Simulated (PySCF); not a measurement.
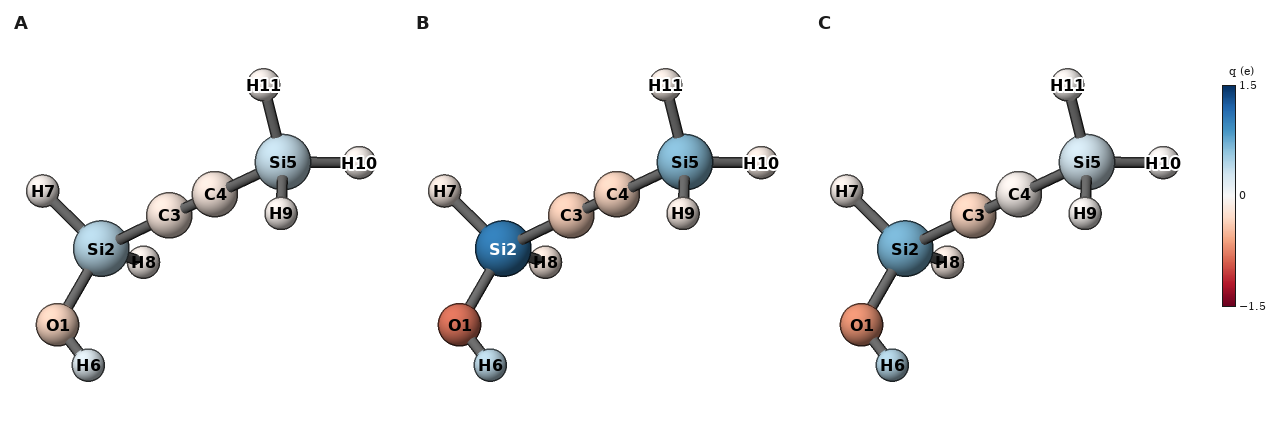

Atomic charges of one calculation by 3 schemes, on one colour scale. The computed structure is the end point of a PBE0-D3(BJ)/def2-SVP optimisation. No frequency run is at hand to confirm it as a minimum. Level of theory: PBE0/6-311+G(2d,p) (PySCF 2.14.0).

Question: The schemes are ESP-fitted, Hirshfeld, IAO. Which panel shows which?

Answer: A Hirshfeld, B IAO, C ESP-fitted.

List the charges (e), one line for each set of equivalent atoms.

```csv
atom,Hirshfeld,IAO,ESP-fitted
O1,−0.31,−0.80,−0.66
Si2,0.42,1.03,0.68
C3,−0.15,−0.34,−0.32
C4,−0.15,−0.31,−0.07
Si5,0.34,0.63,0.27
H6,0.18,0.38,0.43
H7,−0.06,−0.12,−0.07
H8,−0.08,−0.15,−0.13
H9,−0.06,−0.11,−0.04
H10,−0.06,−0.11,−0.05
H11,−0.06,−0.10,−0.04
```
